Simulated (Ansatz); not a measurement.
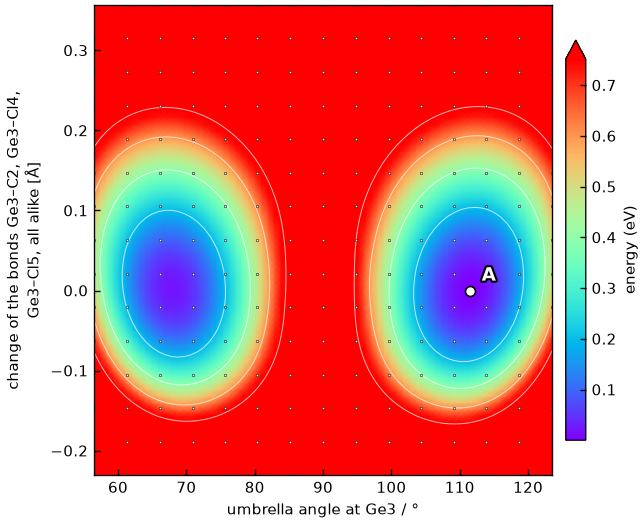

CCl2GeN, SMILES N#[C][Ge]([Cl])[Cl], spin multiplicity 2. 
- Coordinates scanned: (1) umbrella angle at Ge3 (between each of its bonds and their common axis; 90 is planar); (2) change of the bonds Ge3–C2, Ge3–Cl4, Ge3–Cl5, all alike.
- Nothing is relaxed (all other coordinates rigid).
- The grid has 15 × 15 points.
- Points are written as (first, second).
- Energies: eV, counted from the relaxed molecule at the same level.
- The calculation used UKS PBE-D4/def2-SVP (Ansatz 0.2.0).

The picture shows a smooth colour map with a few white contour lines, dots at the grid points, one colour for all values above the top of the scale, the well A. Between grid points the surface is interpolated.

Q: Where is the minimum, and how stiff is the well along each coordinate? Take the well at A.

A: The interpolated minimum is at the first coordinate ≈ 111.5°, the second coordinate ≈ 0.000 Å. The curvatures there are about 20 eV/rad² and 44 eV/Å², with a cross term of about −3.1 eV/(rad·Å). Round the minimum the two coordinates are weakly coupled (coupling −0.10 in units of the two stiffnesses).
